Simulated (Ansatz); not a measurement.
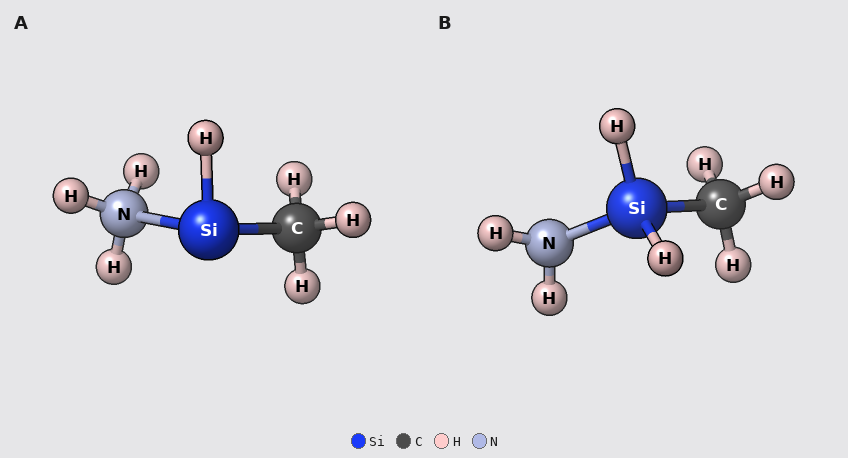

2 stationary structures of one formula. Geometries: PBE0-D4/def2-TZVP. Electronic energies: CCSD(T)/CBS (MP2 limit from def2-TZVPP and def2-QZVPP plus CCSD(T) − MP2) (Ansatz 0.2.0), without zero-point energy. Each is one conformer, not always the lowest.

**Which is lowest in energy, and by how much?**

B is lowest (a minimum); A lies 175.8 kJ/mol above it (a minimum).

Give E(B) − E(A) in kJ/mol at these levels too: SPW92 (LDA)/def2-TZVPP; RHF-CCSD(T) (frozen core)/def2-TZVPP; B97M-V/def2-TZVPP; r2SCAN0-D4/def2-TZVPP; CAM-B3LYP-D4/def2-TZVPP; ωB97X-V/def2-TZVPP; BLYP-D4/def2-TZVPP; CCSD(T)/CBS (MP2 limit from def2-TZVPP and def2-QZVPP plus CCSD(T) − MP2).

```csv
level,E(B) − E(A) (kJ/mol)
SPW92 (LDA)/def2-TZVPP,−157.0
RHF-CCSD(T) (frozen core)/def2-TZVPP,−170.9
B97M-V/def2-TZVPP,−169.4
r2SCAN0-D4/def2-TZVPP,−181.2
CAM-B3LYP-D4/def2-TZVPP,−179.3
ωB97X-V/def2-TZVPP,−179.9
BLYP-D4/def2-TZVPP,−161.0
CCSD(T)/CBS (MP2 limit from def2-TZVPP and def2-QZVPP plus CCSD(T) − MP2),−175.8
```
